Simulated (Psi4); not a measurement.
# BNH3Cl (SMILES NBCl) at SVWN5/aug-cc-pVDZ

Aim: the vertical electron affinity of BNH3Cl at SVWN5/aug-cc-pVDZ, from 2 runs. 

The calculation is run with Psi4 1.11.

5 further runs of the same task are left out: 2 that didn't finish, 3 set aside as unsound or not needed. Runs told in other sessions of the task aren't counted.

### 1 Starting point

BNH3Cl has 6 atoms, charge 0, and is taken as a singlet. SMILES: `NBCl`. The coordinates come from a PBE0-D4/def2-TZVP relaxation.

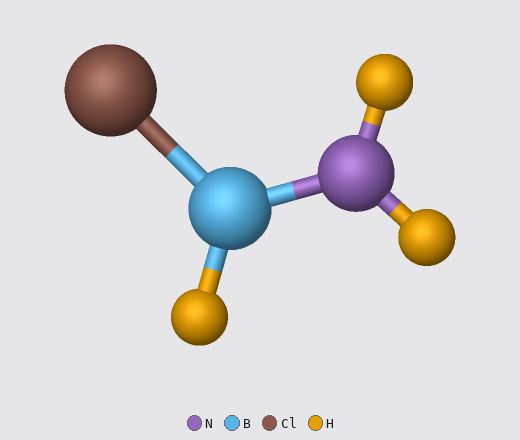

Viewed from a chosen angle; nitrogen purple, boron blue, chlorine brown, hydrogen amber.

### 2 Energy and forces at SVWN5/aug-cc-pVDZ

The input, job.dat:

```
memory 2.2 GB

molecule molecule1 {
  0 1
  N     -0.395600    -0.007800    -0.658000
  B      0.369600    -0.158900     0.483700
  Cl     0.529900     1.189300     1.616000
  H     -0.511800    -0.749300    -1.326600
  H     -0.878600     0.844500    -0.888200
  H      0.928800    -1.181900     0.727100
  symmetry c1
  no_reorient
  no_com
}

set basis aug-cc-pVDZ
set puream true
set e_convergence 1e-09
set d_convergence 1e-08
set scf_type pk
set dft_radial_points 99
set dft_spherical_points 590

e_tot, wfn = gradient('scf', dft_functional={"name": "SVWN5", "x_functionals": {"LDA_X": {}}, "c_functionals": {"LDA_C_VWN": {}}}, return_wfn=True)
oeprop(wfn, 'MULLIKEN_CHARGES', 'LOWDIN_CHARGES', 'MAYER_INDICES', title='SCF')
```

On the command line:

```
$ psi4 -n 1 job.dat job.out
```

job.out:

```text
[...]
  Running in c1 symmetry.
[...]
  Nuclear repulsion =   85.398153537645058
[...]
  Multiplicity = 1
[...]
  Nalpha       = 16
  Nbeta        = 16
[...]
    Number of basis functions: 100
[...]
   @RKS iter   1:  -538.96621311449269    9.03572e-02   1.02626e-02 ADIIS/DIIS
[...]
   @RKS iter  12:  -539.47458318957024   -9.32232e-12   3.59354e-09 DIIS
[...]
  @RKS Final Energy:  -539.47458318957024
   => Energetics <=
    Nuclear Repulsion Energy =             85.3981535376450580
    One-Electron Energy =                -914.1389369435855770
    Two-Electron Energy =                 327.3652413246753099
    DFT Exchange-Correlation Energy =     -38.0990411083050162
    Empirical Dispersion Energy =           0.0000000000000000
    VV10 Nonlocal Energy =                  0.0000000000000000
    Total Energy =                       -539.4745831895702395
[...]
 Multipole Moments:
 ------------------------------------------------------------------------------------
     Multipole            Electronic (a.u.)      Nuclear  (a.u.)        Total (a.u.)
 ------------------------------------------------------------------------------------
 L = 1.  Multiply by 2.5417464519 to convert [e a0] to [Debye]
 Dipole X            :        -14.8725155           14.4101066           -0.4624089
 Dipole Y            :        -34.8188968           34.5485399           -0.2703568
 Dipole Z            :        -45.8933846           44.9694347           -0.9239499
 Magnitude           :                                                    1.0679880
[...]
  -Total Gradient:
     Atom            X                  Y                   Z
    ------   -----------------  -----------------  -----------------
       1       -0.006285509944     0.000844014504    -0.009642321843
       2        0.002167598795    -0.005017982930     0.000280124899
       3        0.000404966560    -0.000972297298     0.000015411687
       4        0.001068712315     0.010606845596     0.008592952348
       5        0.006479481277    -0.012509612723     0.002401855721
       6       -0.003843050747     0.007040938298    -0.001665887710
[...]
  Mulliken Charges: (a.u.)
   Center  Symbol    Alpha    Beta     Spin     Total
       1     N     3.38241  3.38241  0.00000  0.23518
       2     B     2.78634  2.78634  0.00000 -0.57268
       3    CL     8.57068  8.57068  0.00000 -0.14136
       4     H     0.53315  0.53315  0.00000 -0.06629
       5     H     0.50726  0.50726  0.00000 -0.01452
       6     H     0.22016  0.22016  0.00000  0.55967
   Total alpha = 16.00000, Total beta = 16.00000, Total charge =  0.00000
  Lowdin Charges: (a.u.)
   Center  Symbol    Alpha    Beta     Spin     Total
[...]
```

It took 14 s on 1 thread of AMD EPYC 9R45 (Zen 5), shared host; peak memory 0.75 GiB.

### 3 The doublet anion at the same level

The input, calc.py:

```python
import psi4

psi4.set_memory('2200 MB')
psi4.set_num_threads(1)
psi4.core.set_output_file('output.dat', False)

mol = psi4.geometry("""
-1 2
N     -0.395600    -0.007800    -0.658000
B      0.369600    -0.158900     0.483700
Cl     0.529900     1.189300     1.616000
H     -0.511800    -0.749300    -1.326600
H     -0.878600     0.844500    -0.888200
H      0.928800    -1.181900     0.727100
symmetry c1
no_reorient
no_com
""")

options = {'basis': 'aug-cc-pVDZ', 'reference': 'uks', 'puream': True, 'e_convergence': 1e-09, 'd_convergence': 1e-08, 'scf_type': 'pk', 'dft_radial_points': 99, 'dft_spherical_points': 590, 'maxiter': 100}
psi4.set_options(options)

e_tot, wfn = psi4.gradient('scf', dft_functional={"name": "SVWN5", "x_functionals": {"LDA_X": {}}, "c_functionals": {"LDA_C_VWN": {}}}, molecule=mol, return_wfn=True)
psi4.oeprop(wfn, 'MAYER_INDICES', 'MULLIKEN_CHARGES', 'QUADRUPOLE')
print('gradient / Eh bohr^-1')
print(e_tot.np.round(6))
print(f'energy = {wfn.energy():.10f} Eh')
```

On the command line:

```
$ python calc.py
```

output.dat, shortened:

```text
[...]
  Running in c1 symmetry.
[...]
  Nuclear repulsion =   85.398153537645058
[...]
  Multiplicity = 2
[...]
  Nalpha       = 17
  Nbeta        = 16
[...]
    Number of basis functions: 100
[...]
   @UKS iter   1:  -538.60969618305535    4.46874e-01   1.21114e-02 ADIIS/DIIS
[...]
   @UKS iter  16:  -539.46061856311769   -1.33014e-11   4.68768e-09 DIIS
[...]
   @S^2 Observed:                7.501207767E-01
[...]
  @UKS Final Energy:  -539.46061856311769
   => Energetics <=
    Nuclear Repulsion Energy =             85.3981535376450580
    One-Electron Energy =                -918.3634107458381095
    Two-Electron Energy =                 331.6966826700079309
    DFT Exchange-Correlation Energy =     -38.1920440249325353
    Empirical Dispersion Energy =           0.0000000000000000
    VV10 Nonlocal Energy =                  0.0000000000000000
    Total Energy =                       -539.4606185631176913
  UHF NO Occupations:
  HONO-2 :   15  A 1.9999793
  HONO-1 :   16  A 1.9999756
[...]
  -Total Gradient:
     Atom            X                  Y                   Z
    ------   -----------------  -----------------  -----------------
       1       -0.014948109638    -0.000426601691    -0.024496959817
       2        0.007785849290    -0.000535625894     0.012279000578
       3       -0.001816189176    -0.006159622378    -0.006938996178
       4        0.003414800024     0.016721021150     0.016354059560
       5        0.009982177375    -0.015821329161     0.005929758695
       6       -0.004426490460     0.006213973097    -0.003145047083
[...]
 Multipole Moments:
 ------------------------------------------------------------------------------------
     Multipole            Electronic (a.u.)      Nuclear  (a.u.)        Total (a.u.)
 ------------------------------------------------------------------------------------
 L = 1.  Multiply by 2.5417464519 to convert [e a0] to [Debye]
[...]
  Mulliken Charges: (a.u.)
   Center  Symbol    Alpha    Beta     Spin     Total
       1     N     2.66320  3.38163 -0.71843  0.95517
       2     B     1.44540  2.79311 -1.34771  0.76149
       3    CL     8.55827  8.59747 -0.03919 -0.15574
       4     H     2.15292  0.51549  1.63742 -1.66841
       5     H     1.43321  0.49584  0.93736 -0.92905
       6     H     0.74700  0.21646  0.53054  0.03655
   Total alpha = 17.00000, Total beta = 16.00000, Total charge = -1.00000
  Mayer Bond Indices:
[...]
```

Standard output:

```text
gradient / Eh bohr^-1
[[-0.014948 -0.000427 -0.024497]
 [ 0.007786 -0.000536  0.012279]
 [-0.001816 -0.00616  -0.006939]
 [ 0.003415  0.016721  0.016354]
 [ 0.009982 -0.015821  0.00593 ]
 [-0.004426  0.006214 -0.003145]]
energy = -539.4606185631 Eh
```

It took 24 s on 1 thread of AMD EPYC 9R45 (Zen 5), shared host; peak memory 0.75 GiB.

### 4 Outcome

Level: SVWN5/aug-cc-pVDZ.

```
                                         quantity          value
                     singlet BNH3Cl: total energy  -539.47458 Eh
                    singlet BNH3Cl: dipole moment         2.71 D
                      singlet BNH3Cl: HOMO energy       -7.25 eV
                      singlet BNH3Cl: LUMO energy       -1.13 eV
                    singlet BNH3Cl: HOMO–LUMO gap        6.13 eV
         singlet BNH3Cl: largest force on an atom     0.735 eV/Å
                      doublet anion: total energy  -539.46062 Eh
doublet anion: HOMO energy (highest over α and β)        1.79 eV
 doublet anion: LUMO energy (lowest over α and β)        2.22 eV
                              doublet anion: ⟨S²⟩          0.750
          doublet anion: largest force on an atom     1.476 eV/Å
vertical electron affinity (to the doublet anion)      -0.380 eV
```

In words: The anion lies 0.38 eV (36.7 kJ/mol) above the neutral: the electron isn't bound at this level, and such a value depends on the basis. The largest force (singlet BNH3Cl) is 0.73 eV/Å: the shape isn't a stationary point for this species at this level. Mulliken charges (doublet anion) run from -1.67 on H4 to +0.96 on N1; in a basis this large or diffuse they mean little. The HOMO (doublet anion) lies at positive energy, 1.79 eV, from the functional's self-interaction, a short basis or an electron that isn't bound; only total energies against the neutral tell.
